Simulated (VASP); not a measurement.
Band structure of NdMnFeGe₂ (space group I-4m2). Computed with PBEsol GGA, VASP's PBE PAW potentials (set 64) (plane waves; VASP).

The 4f electrons are frozen in the core of the lanthanide potential, so 4f levels, which can set the real gap, and their magnetism are missing.  The run has a spin-polarised start.

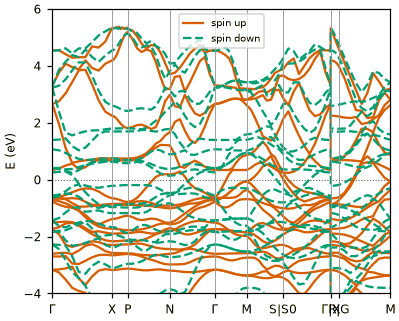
Figure. Bands along high-symmetry lines, zero at the valence-band maximum or, without a gap, the Fermi level

**Question.** Read the plot: is there a gap, and where are the band edges?

**Answer.** It has no gap at this level: it comes out as a metal or semimetal. (Edges off the drawn lines would not show.)

The structure comes from a computed database's NdMnFeGe2 entry (I-4m2); how it stands against other phases isn't given here. It was relaxed first.
